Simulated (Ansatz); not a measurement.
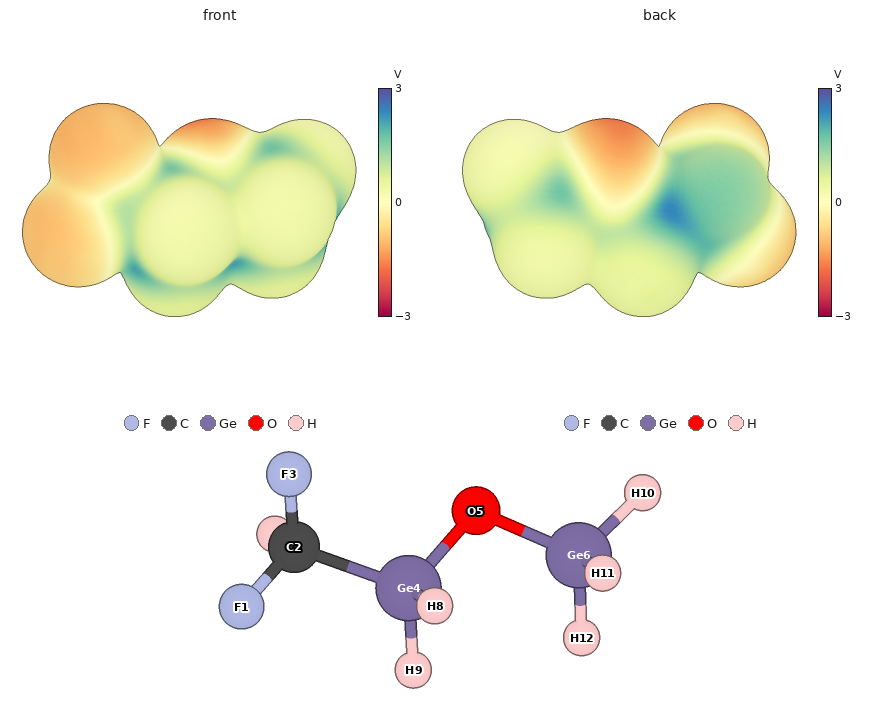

The picture shows: CH6F2Ge2O (SMILES F[CH](F)[GeH2][O][GeH3]). The electrostatic potential painted on the density surface at 0.002 e/bohr³, seen from the front and from behind; red is negative and blue positive. The bare structure is drawn below in the same view.

Not at a stationary point (largest force 1.9 eV/Å).

These are results of SCF hf, Gaussian basis (Ansatz), not measurements.

```xyz
12

F    -3.2318    0.4302   -0.0775
C    -2.1828    0.0463    0.7352
F    -2.3774   -1.2555    1.1546
Ge   -0.5166    0.1642   -0.2593
O     0.8392   -0.3300    0.8008
Ge    2.3030   -0.1852   -0.2201
H    -2.1340    0.7163    1.6180
H    -0.5958   -0.7760   -1.4899
H    -0.3127    1.6275   -0.7303
H     3.5463   -0.5931    0.6106
H     2.1878   -1.1260   -1.4475
H     2.4747    1.2812   -0.6947
```

Where is the surface potential most negative and most positive?

Answer. The most negative region (about −1.6 V, or −37 kcal/mol for a unit charge) lies over O5, the most positive (about +2.3 V, or +53 kcal/mol for a unit charge) over Ge4 and Ge6. O5 is the likeliest acceptor of a hydrogen bond.
